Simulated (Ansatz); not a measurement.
## Electronic structure of ClH2InO2 in real space

Input file:

```
crystal:
  periodic: [false, false, false]
  atoms:
    - {symbol: In, position_ang: [-0.769950, 0.581393, 0.494720]}
    - {symbol: O, position_ang: [1.025809, -0.539563, -0.249946]}
    - {symbol: O, position_ang: [-1.266449, -1.176717, 0.024572]}
    - {symbol: H, position_ang: [0.088630, -1.164519, -0.301506]}
    - {symbol: Cl, position_ang: [-0.542112, 2.744324, 1.131599]}
    - {symbol: H, position_ang: [1.464172, -0.444918, -1.099440]}
basis:
  gaussian: {orbitals: def2-TZVPP}
hamiltonian: {xc: pbe0, dispersion: d4}
output: {orbitals: {seedname: orbitals}}
```

Command:

```sh
ansatz run in.yaml --threads 4 --pin off --events-out ev --progress --plain --max-ram 9574MiB
```

A transition-state structure; geometry: PBE0-D4/def2-TZVP; core potentials replace the inner electrons of In.

Computed with RKS PBE0-D4/def2-TZVPP in Ansatz.

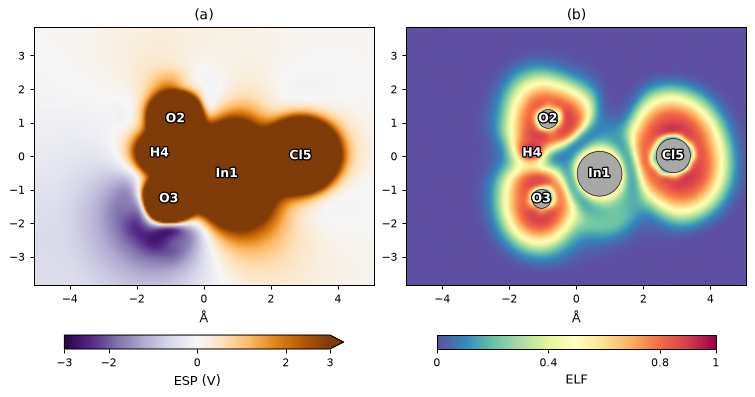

Figure 1. (a) electrostatic potential; (b) ELF on the plane of atoms O2, In1 and O3. Grey discs cover the atomic cores in the ELF map.

What do the fields say about this system?

- Atoms in the plane: In, O, H and Cl.
- In–O (1.89 Å): the ELF peaks at about 0.75 in the valence shell of O, 0.6 Å from its nucleus, and drops to about 0.20 between the two atoms.
- In–Cl (2.27 Å): the ELF peaks at about 0.80 in the valence shell of Cl, 0.8 Å from its nucleus, and drops to about 0.15 between the two atoms.
- In–H (2.10 Å): the ELF climbs to about 0.75 towards the hydrogen.
- The ELF also peaks beside O3 and Cl5, away from the bonds: lone-pair regions.
- Outside the dense part of the molecule the potential is most negative (−2.7 V) near O3.

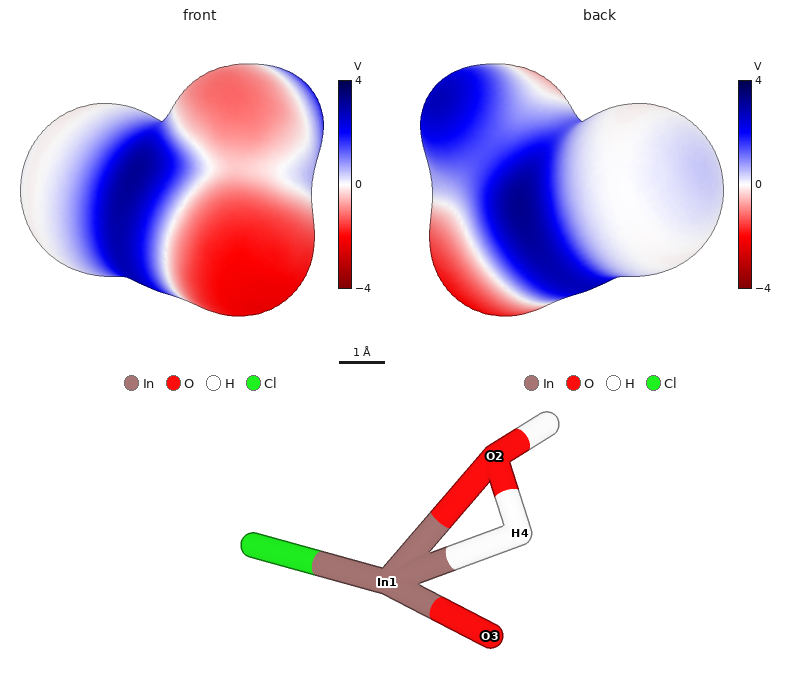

Figure 2. The electrostatic potential painted on the density surface at 0.002 e/bohr³, seen from the front and from behind; the colour scale runs from red (negative) to blue (positive). The bare structure is drawn below in the same view.

Describe the electrostatic potential map.

The most negative region (about −2.2 V) lies over O3, the most positive (about +3.2 V) over In1. O3 is the likeliest acceptor of a hydrogen bond.

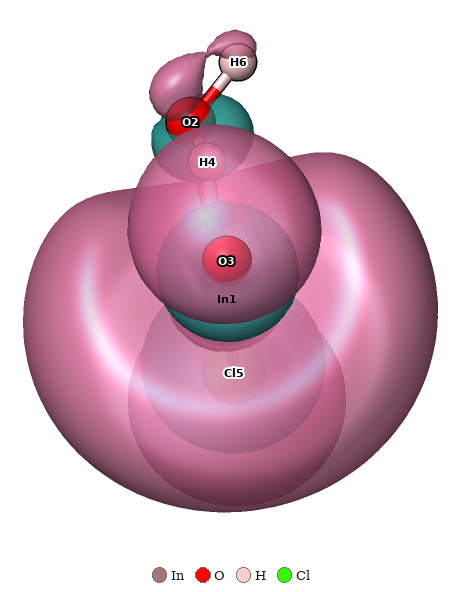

Figure 3. One frontier orbital at ±0.05 Å⁻³ᐟ² (teal and pink are the two phases), seen at an oblique angle.

Which orbital is it: HOMO or LUMO?

The LUMO, at −2.53 eV. By Hirshfeld shares it lies mainly on In1 (about 50 %), Cl5 (about 25 %) and O3 (about 20 %).
